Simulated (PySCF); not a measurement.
**C₄H₁₂BNO: density, localisation and related maps**

Input

```
{"job": {"kind": "uv", "xc": "wB97X-D", "basis": "def2-SVPD", "nstates": 8, "ntriplets": 3}, "charge": 0, "multiplicity": 1}
C      2.934258    -0.051924    -0.156864
C      1.784383     0.249475    -0.731431
C      0.526009    -0.538899    -0.517716
N     -0.369708     0.051843     0.483497
C     -0.774628     1.412171     0.154084
B     -1.762415    -1.000204     0.696785
O     -2.369070    -1.091658    -0.576754
H      3.825452     0.530898    -0.316461
H      3.034323    -0.906843     0.492420
H      1.713663     1.107109    -1.387233
H      0.764639    -1.547161    -0.176291
H     -0.051756    -0.623018    -1.441310
H      0.089217     0.045044     1.390184
H      0.073155     2.100840     0.133337
H     -1.494885     1.756298     0.893659
H     -1.254732     1.404008    -0.823414
H     -2.376050    -0.431972     1.555676
H     -1.252256    -2.022758     1.025708
H     -3.049402    -0.433997    -0.705340
```

Command:

```sh
OMP_NUM_THREADS=1 python probes_run.py task.json out
```

Geometry: GFN2-xTB.

Computed with wB97X-D/def2-SVPD, SCF density, gas phase in PySCF 2.14.0.

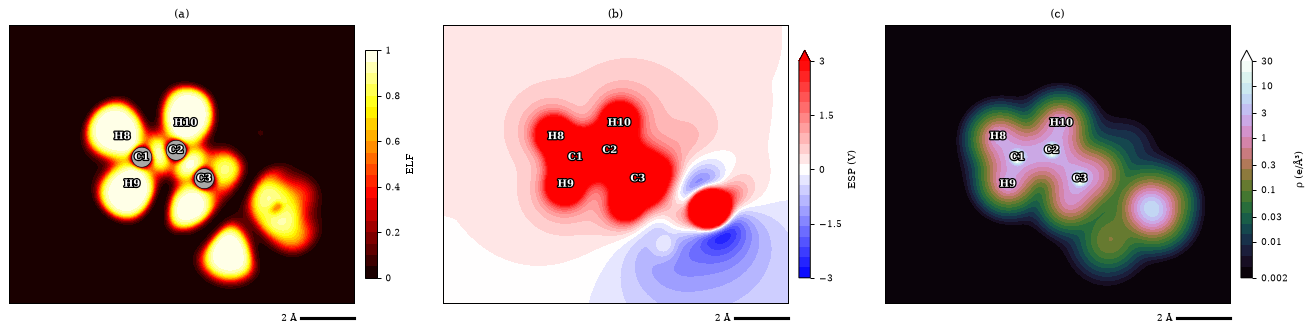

Figure 1. (a) ELF; (b) electrostatic potential; (c) electron density on the plane of atoms H8, C1 and H9. Grey discs cover the atomic cores in the ELF map.

Describe what can be read from this map.

Atoms in the plane: C and H. C–C (1.32 Å): ρ is about 2.4 e/Å³ halfway; the ELF peaks at about 0.90 between the atoms; a short, multiple covalent bond. C–C (1.50 Å): ρ at the midpoint is about 1.7 e/Å³; the ELF peaks at about 0.95 between the atoms; a shared electron pair. C–H (1.08 Å): ρ is about 2 e/Å³ halfway; the ELF climbs to about 1 towards the hydrogen, as it does in any bond to H: an ordinary covalent bond to hydrogen. The ELF also peaks beside O7, away from the bonds: lone-pair regions. Outside the dense part of the molecule the potential is most negative (−2.6 V) near O7, which lies off the plane.

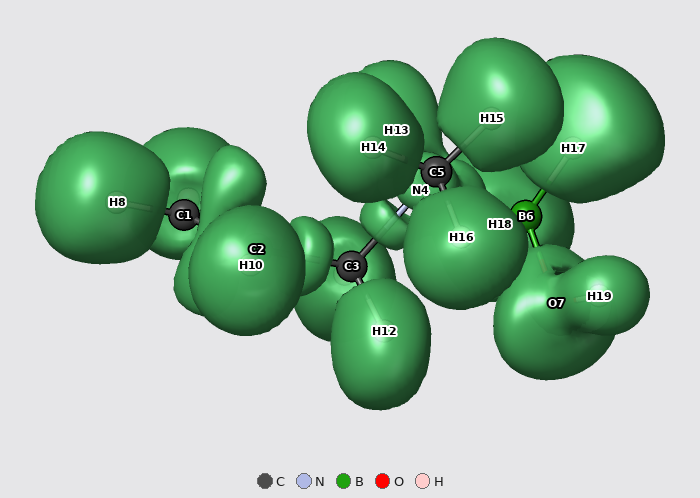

Figure 2. Isosurface of the electron localisation function at 0.75 (green), seen from one side. Core shells and regions of very low density are left out.

Where are the electrons localised?

The ELF exceeds this value in two regions between bonded C–C atoms (shared pairs), eleven regions around hydrogen nuclei and one joined region spread over several atoms (H, O), in which their bonds and any lone pairs are merged.


 B–O (1.41 Å): the ELF peaks at about 0.90 between the atoms (a shared but strongly polarised pair).

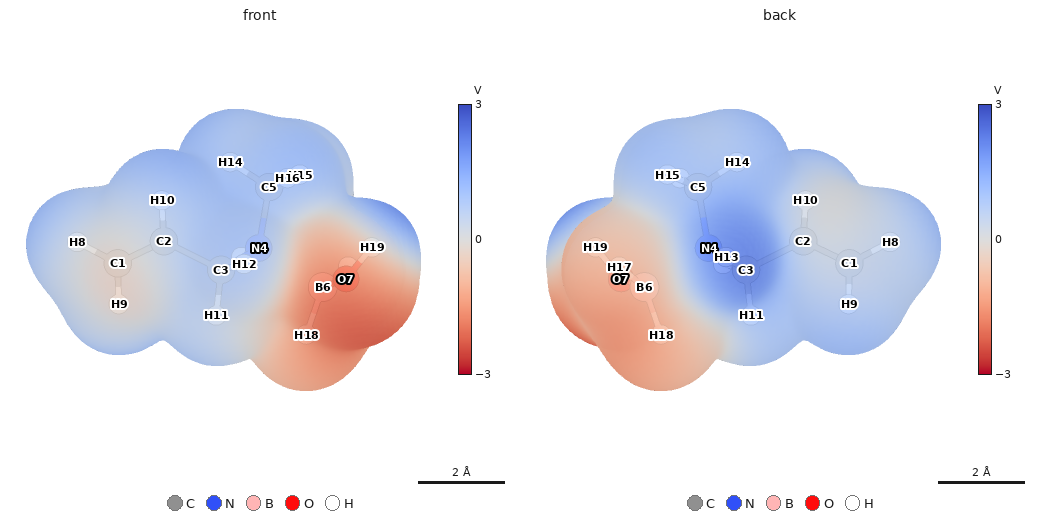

Figure 3. The molecular electrostatic potential painted on the density surface at 0.002 e/bohr³, seen from the front and from behind; red is negative and blue positive.

Describe the electrostatic potential map.

The most negative region (about −2.2 V, or −51 kcal/mol for a unit charge) lies over O7, the most positive (about +2.1 V, or +48 kcal/mol for a unit charge) over H13. O7 is the likeliest acceptor of a hydrogen bond.

How polar is the molecule by this calculation?

Its dipole moment is 4.94 D.
